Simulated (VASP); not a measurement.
Band structure of Ge (diamond). Calculation: PBE GGA with D4 dispersion, VASP's PBE PAW potentials (set 64) (plane waves; VASP).

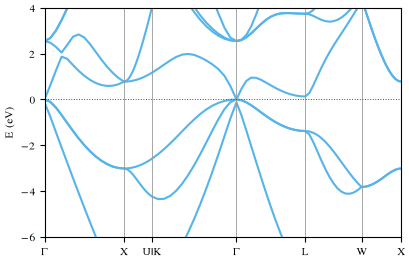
Figure. Bands along high-symmetry lines, zero at the valence-band maximum or, without a gap, the Fermi level

Task: Read the plot: is there a gap, and where are the band edges?

Result: It has no gap at this level: it comes out as a metal or semimetal. (Edges off the drawn lines would not show.)

Measured: gap 0.79 eV (computed value off by -0.79 eV), as given by Anna Miglio et al., npj Computational Materials (2020), arXiv:2011.12765 [measured zero-point renormalisation of 52 meV added back].

The compound is Ge in the diamond structure. It was relaxed first.
